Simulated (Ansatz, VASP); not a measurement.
# Cross-check of AlN between VASP and Ansatz

Aim: how closely do two programs agree when they are given the same cell, functional and k mesh? Other levels of theory on this material are compared in a session of their own. Valence electrons are named where the data sets of a main pair hold unlike numbers.

Main program and level: Ansatz 0.2.0; plane waves, with VASP 6.6.1 beside it; band structure at LDA and band structure at PBE.

### Step 1. The starting structure

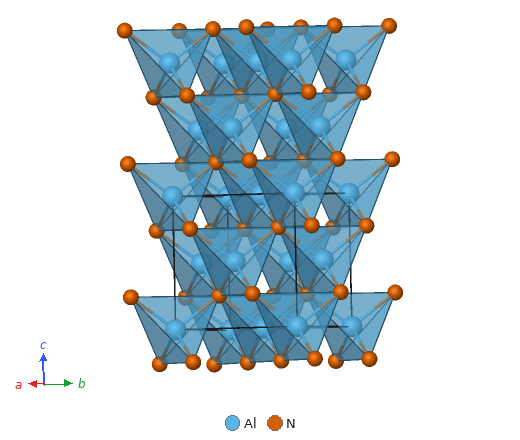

The starting structure, seen from a free direction (aluminium blue, nitrogen orange). 1×1×2 cells are drawn. This picture shows the conventional cell, with its axes. Some periodic images of atoms are drawn too.

### Step 2. VASP: band structure, LDA

Levels along a path test the potential and the projectors away from the mesh points.

Lines of VASP's logs that name or quote its potential files are left out, and so is its time.

File INCAR:

```
SYSTEM = AlN
PREC = Accurate
ENCUT = 460
EDIFF = 1E-06
NELM = 100
ISMEAR = 0
SIGMA = 0.03
LREAL = .FALSE.
ALGO = Normal
GGA = CA
NBANDS = 16
LORBIT = 11
LWAVE = .FALSE.
LCHARG = .FALSE.
KPAR = 4
```

File POSCAR:

```
AlN
1.0
    0.0000000000      2.1839935596      2.1839935596
    2.1839935596      0.0000000000      2.1839935596
    2.1839935596      2.1839935596      0.0000000000
Al N
1 1
Direct
    0.0000000000      0.0000000000      0.0000000000
    0.2500000000      0.2500000000      0.2500000000
```

File KPOINTS:

```
Automatic mesh
0
Gamma
8 8 8
0 0 0
```

File KPOINTS_OPT:

```
Line mode
10
Line-mode
Reciprocal
  0.00000000   0.00000000   0.00000000 GAMMA
  0.50000000   0.00000000   0.50000000 X

  0.50000000   0.00000000   0.50000000 X
  0.50000000   0.25000000   0.75000000 W

  0.50000000   0.25000000   0.75000000 W
  0.37500000   0.37500000   0.75000000 K

  0.37500000   0.37500000   0.75000000 K
  0.00000000   0.00000000   0.00000000 GAMMA

  0.00000000   0.00000000   0.00000000 GAMMA
  0.50000000   0.50000000   0.50000000 L

  0.50000000   0.50000000   0.50000000 L
  0.62500000   0.25000000   0.62500000 U

  0.62500000   0.25000000   0.62500000 U
  0.50000000   0.25000000   0.75000000 W

  0.50000000   0.25000000   0.75000000 W
  0.50000000   0.50000000   0.50000000 L

  0.50000000   0.50000000   0.50000000 L
  0.37500000   0.37500000   0.75000000 K

  0.62500000   0.25000000   0.62500000 U
  0.50000000   0.00000000   0.50000000 X
```

PAW data sets: Al and N (LDA family, release 64).

Started as:

```sh
$ mpirun -np 4 vasp_std
```

Numbers of over 12 decimals in the logs are rounded to 6 here.

Output:

```text
[banner, memory and clock lines left out]
running    4 mpi-ranks, on    1 nodes
 distrk:  each k-point on    1 cores,    4 groups
 distr:  one band on    1 cores,    1 groups

 POSCAR found type information on POSCAR AlN
 POSCAR found :  2 types and       2 ions
 LDA part: xc-table for (Slater(with rela. corr.)+CA(PZ))
 , standard interpolation
 POSCAR, INCAR and KPOINTS ok, starting setup
 FFT: planning ... GRIDC
 FFT: planning ... GRID_SOFT
 FFT: planning ... GRID
 WAVECAR not read
 entering main loop
       N       E                     dE             d eps       ncg     rms          rms(c)
DAV:   1     0.710678708463E+01    0.71068E+01   -0.33869E+03   944   0.372E+02
DAV:   2    -0.182841705881E+02   -0.25391E+02   -0.24473E+02  1248   0.101E+02
DAV:   3    -0.188965813147E+02   -0.61241E+00   -0.61192E+00  1096   0.130E+01
DAV:   4    -0.188990518488E+02   -0.24705E-02   -0.24705E-02  1280   0.100E+00
DAV:   5    -0.188990700088E+02   -0.18160E-04   -0.18160E-04  1104   0.775E-02    0.865E+00
DAV:   6    -0.164413471115E+02    0.24577E+01   -0.10425E+01  1080   0.120E+01    0.288E+00
DAV:   7    -0.164052956646E+02    0.36051E-01   -0.14768E-01  1208   0.208E+00    0.203E+00
DAV:   8    -0.163765292116E+02    0.28766E-01   -0.39823E-02  1088   0.130E+00    0.601E-01
DAV:   9    -0.163746063343E+02    0.19229E-02   -0.46580E-03  1208   0.328E-01    0.220E-01
DAV:  10    -0.163746073222E+02   -0.98786E-06   -0.29054E-04  1144   0.968E-02    0.814E-02
DAV:  11    -0.163745961171E+02    0.11205E-04   -0.98254E-06  1144   0.198E-02    0.168E-02
DAV:  12    -0.163745959807E+02    0.13637E-06   -0.24977E-07   760   0.278E-03
   1 F= -.16374596E+02 E0= -.16374596E+02  d E =-.117617E-25
 Start KPOINTS_OPT (optional k-point list driver)
k-point batch [1-29\100]
       N       E                     dE             ncg
DAV:   1     0.819792138657E+03   -0.80797E+04      944
DAV:   2     0.159970567639E+03   -0.65982E+03     1296
DAV:   3     0.143983181723E+03   -0.15987E+02     1120
DAV:   4     0.143909206886E+03   -0.73975E-01     1232
DAV:   5     0.143908567133E+03   -0.63975E-03     1168
DAV:   6     0.143908560634E+03   -0.64991E-05     1176
DAV:   7     0.143908560563E+03   -0.70172E-07      952
[...]
k-point batch [88-100\100]
       N       E                     dE             ncg
DAV:   1     0.586101601364E+04   -0.44251E+04      424
DAV:   2     0.557306652167E+04   -0.28795E+03      576
DAV:   3     0.556689011441E+04   -0.61764E+01      504
DAV:   4     0.556686108459E+04   -0.29030E-01      584
DAV:   5     0.556686083261E+04   -0.25198E-03      496
DAV:   6     0.556686083009E+04   -0.25258E-05      552
DAV:   7     0.556686083006E+04   -0.24024E-07      432
```

From OUTCAR (step 2):

```text
ion  position               nearest neighbor table
   1  0.000  0.000  0.000-   2 1.89   2 1.89   2 1.89   2 1.89
   2  0.250  0.250  0.250-   1 1.89   1 1.89   1 1.89   1 1.89

  LATTYP: Found a face centered cubic cell.
 ALAT       =     4.3679871192

 Subroutine GETGRP returns: Found 24 space group operations
 (whereof 24 operations were pure point group operations)

The static configuration has the point symmetry T_d .

 Found     29 irreducible k-points:

   k-points           NKPTS =     29   k-points in BZ     NKDIM =     29   number of bands    NBANDS=     16

   dimension x,y,z NGX =    24 NGY =   24 NGZ =   24
   dimension x,y,z NGXF=    48 NGYF=   48 NGZF=   48

   ENCUT  =  460.0 eV  33.81 Ry    5.81 a.u.   5.40  5.40  5.40*2*pi/ulx,y,z

   NELECT =       8.0000    total number of electrons

 k-points in reciprocal lattice and weights: Automatic mesh
   0.00000000  0.00000000  0.00000000       0.002
   0.12500000  0.00000000  0.00000000       0.016
   0.25000000  0.00000000  0.00000000       0.016
   0.37500000  0.00000000  0.00000000       0.016
   0.50000000  0.00000000  0.00000000       0.008
   0.12500000  0.12500000  0.00000000       0.012
   0.25000000  0.12500000  0.00000000       0.047
   0.37500000  0.12500000  0.00000000       0.047
   0.50000000  0.12500000  0.00000000       0.047
[...]
-0.37500000  0.50000000  0.12500000       0.023
  -0.25000000  0.50000000  0.25000000       0.012

 average (electrostatic) potential at core
       1 -69.9072       2 -59.9106

 E-fermi :   5.9226

 k-point     1 :       0.0000    0.0000    0.0000
  band No.  band energies     occupation
      1      -9.1148      2.00000
      2       5.7094      2.00000
      3       5.7094      2.00000
      4       5.7094      2.00000
      5       9.9424      0.00000
      6      18.0425      0.00000
      7      18.0425      0.00000
      8      18.0425      0.00000
      9      23.2329      0.00000
    ...

 k-point     2 :       0.1250    0.0000    0.0000
  band No.  band energies     occupation
      1      -8.8831      2.00000
      2       4.5339      2.00000
      3       5.6280      2.00000
      4       5.6280      2.00000
      5      10.8604      0.00000
      6      17.4812      0.00000
      7      18.2148      0.00000
      8      18.2148      0.00000
      9      21.6972      0.00000
    ...

 k-point     3 :       0.2500    0.0000    0.0000
  band No.  band energies     occupation
      1      -8.2433      2.00000
      2       2.4436      2.00000
      3       5.4487      2.00000
      4       5.4487      2.00000
      5      12.1332      0.00000
      6      16.5023      0.00000
      7      17.8320      0.00000
      8      17.8320      0.00000
      9      21.7976      0.00000
    ...

  Total       -0.4724448     -0.4724448     -0.4724448     -0.0000000     -0.0000000     -0.0000000
  in kB      -36.3310171    -36.3310171    -36.3310171     -0.0000000     -0.0000000     -0.0000000
  external PRESSURE =     -36.3310171 kB  Pullay stress =       0.0000000 kB

  energy-cutoff  :      460.00
  volume of cell :       20.83
      direct lattice vectors                 reciprocal lattice vectors
     0.000000000  2.183993560  2.183993560    -0.228938404  0.228938404  0.228938404
     2.183993560  0.000000000  2.183993560     0.228938404 -0.228938404  0.228938404
     2.183993560  2.183993560  0.000000000     0.228938404  0.228938404 -0.228938404

 POSITION                                       TOTAL-FORCE (eV/Angst)
 -----------------------------------------------------------------------------------
      0.00000      0.00000      0.00000        -0.000000     -0.000000     -0.000000
      1.09200      1.09200      1.09200         0.000000      0.000000      0.000000
 -----------------------------------------------------------------------------------
    total drift:                               -0.000000     -0.000000     -0.000000

  FREE ENERGIE OF THE ION-ELECTRON SYSTEM (eV)
  ---------------------------------------------------
  free  energy   TOTEN  =       -16.3745959807 eV

  energy  without entropy=      -16.3745959807  energy(sigma->0) =      -16.37459598

 total charge
# of ion       s       p       d       tot
------------------------------------------
    1        0.377   0.457   0.000   0.834
    2        1.215   2.605   0.000   3.819
--------------------------------------------------
tot          1.592   3.061   0.000   4.653

[... 3 further parts left out ...]
```

The run ends at a pressure of -3.63 GPa.

### Step 3. Ansatz: band structure, LDA

Ansatz runs on its default PAW (the set named soft_2) files.

The same cell, functional (in two slightly different forms), mesh and smearing now go to Ansatz, which takes its cutoff from its data sets.

File input.yaml:

```yaml
crystal:
  lattice:
    - [0.0, 2.1839935596, 2.1839935596]
    - [2.1839935596, 0.0, 2.1839935596]
    - [2.1839935596, 2.1839935596, 0.0]
  atoms:
    - { symbol: Al, position: [0.0, 0.0, 0.0] }
    - { symbol: "N", position: [0.25, 0.25, 0.25] }
hamiltonian:
  xc: lda
  pseudopotentials: { kind: paw }
kpoints:
  mp_grid: { grid: [8, 8, 8] }
  band_path:
    path:
      - [0.0, 0.0, 0.0]
      - [0.16667, 0.0, 0.16667]
      - [0.33333, 0.0, 0.33333]
      - [0.5, 0.0, 0.5]
      - [0.5, 0.08333, 0.58333]
      - [0.5, 0.19444, 0.69444]
      - [0.5, 0.25, 0.75]
      - [0.45833, 0.29167, 0.75]
      - [0.40278, 0.34722, 0.75]
      - [0.375, 0.375, 0.75]
      - [0.20833, 0.20833, 0.41667]
      - [0.08333, 0.08333, 0.16667]
      - [0.0, 0.0, 0.0]
      - [0.22222, 0.22222, 0.22222]
      - [0.38889, 0.38889, 0.38889]
      - [0.51389, 0.47222, 0.51389]
      - [0.55556, 0.38889, 0.55556]
      - [0.61111, 0.27778, 0.61111]
      - [0.61111, 0.25, 0.63889]
      - [0.56944, 0.25, 0.68056]
      - [0.51389, 0.25, 0.73611]
      - [0.5, 0.27778, 0.72222]
      - [0.5, 0.38889, 0.61111]
      - [0.5, 0.47222, 0.52778]
      - [0.48611, 0.48611, 0.52778]
      - [0.43056, 0.43056, 0.63889]
      - [0.38889, 0.38889, 0.72222]
      - [0.59722, 0.19444, 0.59722]
      - [0.55556, 0.11111, 0.55556]
      - [0.5, 0.0, 0.5]
    npoints: 1
scf:
  occupations: { method: gaussian, width: 0.03 }
  n_extra_bands: 7
output:
  forces: true
  stress: true
  eigenvalues: true
```

Started as:

```sh
$ ansatz run input.yaml --threads 2 --pin off --max-ram 4608MiB --backend cpu --events-out ev --progress --plain --runs-dir out
```

Output:

```text
scf.n_extra_bands = 7 over 4 filled bands (N_el = 8.0): the run solves 11 bands
Engine: ansatz 0.2.0, aarch64-unknown-linux-gnu
Pseudopotentials: kind: paw
Pseudopotential: Al, paw, valence charge 3, recommended cutoff 420 eV (normal), Al.paw.azcp
Pseudopotential: N, paw, valence charge 5, recommended cutoff 420 eV (normal), N.paw.azcp
Functional definition: SPW92
  exchange = slater_x
  correlation = pw_c
Crystal: 2 atoms, lattice volume = 20.835 Å³
Basis set: ecut = 420 eV, 411 PW (Γ)
Bands: 11, of which v1, the nominal top of the filled ones, is band 4 counted from 1 (3 counted from 0)
Symmetry: 24 space group operations
Space group: F-43m (ITA 216), of the structure as read, at distance tolerance 2.8e-5 Å
k-points: 29 of 512 (time reversal used)
Non-local potential: Al, projectors of the file, l = 0: 2, l = 1: 2, l = 2: 1
Non-local potential: N, projectors of the file, l = 0: 2, l = 1: 2, l = 2: 1
PAW form: soft (Blöchl's): semilocal exchange-correlation on the pseudo side does not see the compensation charge
PAW frozen core: Al, regenerated for the run's functional, and the local potential with it (the file was generated under x = pbe(κ = 0.804, μ = 0.219515), c = pbe(β = 0.066725))
PAW frozen core: N, regenerated for the run's functional, and the local potential with it (the file was generated under x = pbe(κ = 0.804, μ = 0.219515), c = pbe(β = 0.066725))
PAW one-centre angular grid: Al, 110 points (default); XC on 64 Gauss nodes
PAW one-centre angular grid: N, 110 points (default); XC on 64 Gauss nodes
Initial density: superposition of atomic densities (neutral atoms: chi_scale 0, normalization atom), corrected by the library's trained network
Initial wavefunctions: pseudopotential atomic-orbital guess
Functional: x = slater, c = lda
SCF iter   1: F=—  HF=-889.813229 eV  |F-HF|=—  |Δ(HF+E_count)|=         —  Δρ=8.86e-3  dr2=1.87e-2  ethr=1.77e-3  ⟨swp⟩=5.0  Hψ=2008  notcnv=0  defer=2
preconditioner: auto → none  [insulator: Δε(μ)=3.108 eV  Ē_g=18.834 eV  σ=0.030 eV  W_gap=1.00  n_scr=0 (ndim 8)  ℏωp=23.0 eV  f_vac=0.000  D(μ)=0.00/eV (n_scr^D=0)  ε∞_Penn≈2.5]
SCF iter   2: F=—  HF=-889.808283 eV  |F-HF|=—  |Δ(HF+E_count)|=   4.95e-3  Δρ=3.46e-3  dr2=2.65e-3  ethr=2.33e-4  ⟨swp⟩=1.8  Hψ=591  notcnv=0  defer=32
SCF iter   3: F=—  HF=-889.807441 eV  |F-HF|=—  |Δ(HF+E_count)|=   8.42e-4  Δρ=3.72e-4  dr2=1.22e-5  ethr=3.31e-5  ⟨swp⟩=2.5  Hψ=354  notcnv=0  defer=61
SCF iter   4: F=—  HF=-889.807438 eV  |F-HF|=—  |Δ(HF+E_count)|=   3.00e-6  Δρ=1.40e-5  dr2=2.52e-8  ethr=1.52e-7  ⟨swp⟩=2.2  Hψ=343  notcnv=0  defer=61
iter 5 did not close the SCF: its close was put off for the readings that it lacked (scf_convergence_deferred on its scf_iter line)
SCF iter   5: F=-889.807438 eV  HF=-889.807438 eV  |F-HF|=5.01e-11  |Δ(HF+E_count)|=   2.99e-9  Δρ=2.03e-6  dr2=3.28e-10  ethr=3.15e-10  ⟨swp⟩=2.3  Hψ=367  notcnv=0  defer=61
SCF iter   6: F=-889.807438 eV  HF=-889.807438 eV  |F-HF|=2.27e-13  |Δ(HF+E_count)|=  6.33e-11  Δρ=7.34e-8  dr2=5.22e-13  ethr=4.10e-12  ⟨swp⟩=4.5  Hψ=1239  notcnv=0
SCF 1 converged in 6 iterations: F = -889.807438 eV  dr2 = 5.22e-13
  greatest PAW one-centre occupation: 0.781 electrons in one spin orbital (limit 2), on the N atom at site 1 (counted from 0), in its partial waves of l = 0
NSCF: frozen V_eff on 30 k-points
SCF converged after 6 iterations
Free energy (F): -889.807438 eV
Harris-Foulkes:  -889.807438 eV  (|F-HF|=2.27e-13)
Internal energy: -889.807438 eV  (E = F + TS)
E sigma→0 (E₀):  -889.807438 eV
Fermi energy:    8.297900 eV
--- Per-component energies (eV) ---
  E_band       = 13.337449
  E_kinetic    = 158.767118
  E_local      = -223.418249  (includes V_loc(G=0)·N_el)
  E_nonlocal   = 57.502179
  E_hartree    = 76.302589
  E_xc         = -100.519293
  E_vxc        = -107.485137  (∫ρ·V_xc dr)
  E_paw        = -561.974077  (= ΣΔE_a)
  E_vpaw       = -24.633733  (= ΣTr[D̂ρ^β])
  E_aug_tail   = 0.000091  (compensation charges beyond the density's cutoff)
  E_ewald      = -296.603555
  E_core_change = 0.135761  (= ΣΔE_core)
  E_smearing   = -0.000000  (= −TS)
  E_closure    = -0.000000  (closes the sum)
  Σ components = -889.807438   (vs F -889.807438, Δ=0.00e0)
--- Forces (eV/Å), atoms counted from 1 ---
  atom   1  Al     0.00000000    -0.00000000    -0.00000000
  atom   2  N     -0.00000000     0.00000000     0.00000000
  max |Σ_I F_I| component: 2.22e-16 eV/Å
--- Stress (GPa, compression-positive) ---
       -3.604397       0.000000      -0.000000
        0.000000      -3.604397       0.000000
       -0.000000       0.000000      -3.604397
  P = ⅓ Tr σ = -3.6044 GPa (-36.044 kbar)
--- Band table (eV; the first three rows and the last of 29) ---
  k-point 0: bands = [-8.1394, 6.6761, 6.6761, 6.6761, 10.9052, 19.0345, 19.0345, 19.0345, ... 3 higher]
  k-point 1: bands = [-7.9076, 5.5048, 6.5973, 6.5973, 11.8249, 18.4704, 19.2041, 19.2041, ... 3 higher]
  k-point 2: bands = [-7.2692, 3.4189, 6.4191, 6.4191, 13.1019, 17.4843, 18.8105, 18.8105, ... 3 higher]
  k-point 28: bands = [-5.3067, 2.8612, 3.2064, 3.9586, 12.6399, 17.9144, 18.5093, 18.6516, ... 3 higher]
```

Elapsed: 0.64 s, on 2 threads of Arm Neoverse V2, shared host; peak memory 0.24 GiB.

### Step 4. Comparison

Known differences besides the potentials themselves: the two LDA forms differ slightly; the cutoff is 420 eV in Ansatz and 460 eV in VASP; VASP's log shows a relativistic correction to its local exchange, Ansatz's none. Total energies have different zeros and are not compared.

The two programs side by side:

```csv
quantity,Ansatz,VASP,difference
pressure (GPa),-3.60,-3.63,+0.03
pressure without Ansatz's Pulay correction (GPa),-4.27,-3.63,-0.64
gap over the path points (eV),3.244,3.222,+0.022
```

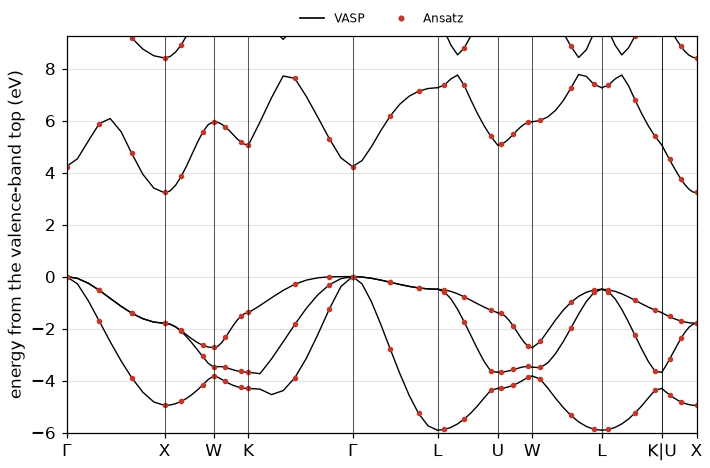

Bands from VASP (lines) and levels from Ansatz (dots). Dots without a line are higher empty bands that the VASP plot leaves out.

Levels at points of the path, from each program's valence-band top (eV; 3 filled, then empty):

```csv
k (reciprocal lattice),Ansatz,VASP
0.000 0.000 0.000,0.00 0.00 0.00 4.23 12.36,0.00 0.00 0.00 4.23 12.33
0.167 0.000 0.167,-1.71 -0.52 -0.52 5.89 10.96,-1.71 -0.53 -0.53 5.88 10.94
0.333 0.000 0.333,-3.90 -1.40 -1.40 4.74 9.18,-3.90 -1.41 -1.41 4.72 9.17
0.500 0.000 0.500,-4.95 -1.78 -1.78 3.24 8.42,-4.96 -1.79 -1.79 3.22 8.41
0.500 0.083 0.583,-4.79 -2.09 -2.06 3.86 8.91,-4.80 -2.10 -2.08 3.84 8.91
0.500 0.194 0.694,-4.15 -3.07 -2.63 5.57 10.59,-4.16 -3.08 -2.64 5.56 10.59
0.500 0.250 0.750,-3.81 -3.47 -2.72 5.96 11.24,-3.82 -3.48 -2.73 5.96 11.24
0.458 0.292 0.750,-4.03 -3.48 -2.33 5.77 10.65,-4.04 -3.50 -2.35 5.76 10.65
0.403 0.347 0.750,-4.26 -3.64 -1.52 5.19 10.01,-4.27 -3.65 -1.53 5.18 10.01
0.375 0.375 0.750,-4.29 -3.66 -1.38 5.08 9.93,-4.30 -3.68 -1.39 5.06 9.93
```

Among the levels compared at these points, filled levels agree within 16 meV and empty ones within 25 meV. Ansatz's pressure holds a Pulay correction of 0.66 GPa; VASP's holds none.

### Step 5. Ansatz: band structure, PBE

Levels along a path test the potential and the projectors away from the mesh points.

The cell is taken from a series of VASP runs on this material, whose earlier steps may have relaxed, scaled or displaced it; both programs get it as it stands.

input.yaml: that of step 3 with these lines changed.

```diff
@@ -9,3 +9,3 @@
 hamiltonian:
-  xc: lda
+  xc: pbe
   pseudopotentials: { kind: paw }
```

Output:

```text
[...]
Crystal: 2 atoms, lattice volume = 20.835 Å³
Basis set: ecut = 420 eV, 411 PW (Γ), exchange–correlation on 48×48×48 points (8 copies of the dense FFT grid, shifted against one another)
Bands: 11, of which v1, the nominal top of the filled ones, is band 4 counted from 1 (3 counted from 0)
Symmetry: 24 space group operations
[...]
k-points: 29 of 512 (time reversal used)
[...]
--- Band table (eV; the first three rows and the last of 29) ---
  k-point 0: bands = [-7.9969, 6.9708, 6.9708, 6.9708, 11.1570, 19.5523, 19.5523, 19.5523, ... 3 higher]
  k-point 1: bands = [-7.7700, 5.7925, 6.8930, 6.8930, 12.1013, 18.9771, 19.7220, 19.7220, ... 3 higher]
  k-point 2: bands = [-7.1479, 3.7158, 6.7170, 6.7170, 13.4241, 17.9532, 19.3028, 19.3028, ... 3 higher]
  k-point 28: bands = [-5.2636, 3.1992, 3.5420, 4.2864, 13.0148, 18.3866, 18.9508, 19.1487, ... 3 higher]
[key lines of the parts left out:]
SCF converged after 6 iterations
Free energy (F): -924.203290 eV
Fermi energy:    8.633701 eV
P = ⅓ Tr σ = 4.8548 GPa (48.548 kbar)
```

Run time: 0.64 s. Hardware: 2 threads; peak memory 0.25 GiB.

(Continued in part 2 of 2.)

[Lines on the potential files, build, host, timing and source positions are cut from VASP's logs without a mark.]

[Logs are printed without paths, hosts, clocks, repeated set-up lines and the standing remarks that a program may print on its own settings, such as how far it seeks lower states.]

[Hosts, paths, dates, database ids (printed as entryN), source tags and the programs' standing remarks are cut or masked in the printed files.]
